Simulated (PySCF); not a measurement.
System: Cl$_{6}$H$_{3}$N$_{3}$Sn$_{3}$ (cyclo-(Cl2SnNH)3).

```yaml
atoms:
  - { symbol: Sn, position_ang: [-1.8233, -0.2529, -0.9794] }
  - { symbol: Cl, position_ang: [-3.9920, 0.5823, -0.9644] }
  - { symbol: Cl, position_ang: [-1.8158, -1.8903, -2.6401] }
  - { symbol: N, position_ang: [-0.5297, 1.2365, -1.3527] }
  - { symbol: Sn, position_ang: [1.3828, 1.3070, -0.7472] }
  - { symbol: Cl, position_ang: [2.7528, 0.0012, -2.1121] }
  - { symbol: Cl, position_ang: [2.1937, 3.4801, -0.8301] }
  - { symbol: N, position_ang: [1.3986, 0.6441, 1.1484] }
  - { symbol: Sn, position_ang: [0.3852, -0.9650, 1.7993] }
  - { symbol: Cl, position_ang: [0.0367, -0.7634, 4.0889] }
  - { symbol: Cl, position_ang: [1.5929, -2.9366, 1.4847] }
  - { symbol: N, position_ang: [-1.3464, -1.0797, 0.7883] }
  - { symbol: H, position_ang: [-0.7192, 1.7465, -2.2146] }
  - { symbol: H, position_ang: [2.2940, 0.7693, 1.6212] }
  - { symbol: H, position_ang: [-1.8431, -1.9551, 0.9536] }
```

Geometry: PBE0-D3(BJ)/def2-SVP; core potentials replace the inner electrons of Sn.

All numbers below come from wB97X-D/def2-SVPD, SCF density, gas phase, scalar-relativistic core potentials on the heavy atoms (PySCF 2.14.0).

Question: Predict the electron density and electron localisation function between the atoms.

Answer: Sn–N (2.01 Å): the density is about 0.77 e/Å³ at the midpoint; the ELF peaks at about 0.85 in the valence shell of N, 0.7 Å from its nucleus, and drops to about 0.15 between the two atoms.
N–H (1.02 Å): ρ at the midpoint is about 2.7 e/Å³; the ELF climbs to about 1 towards the hydrogen, as it does in any bond to H; an ordinary covalent bond to hydrogen.

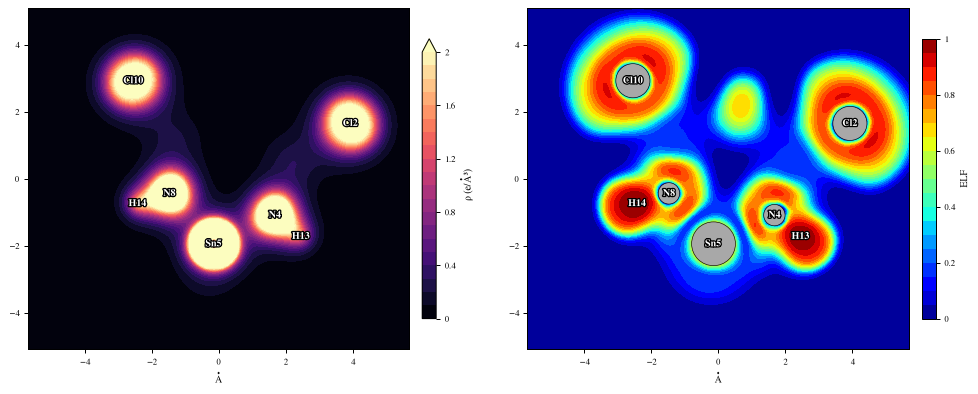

Computed electron density and electron localisation function on the plane of atoms N4, Sn5 and N8, in this order. Grey discs cover the atomic cores in the ELF map. 
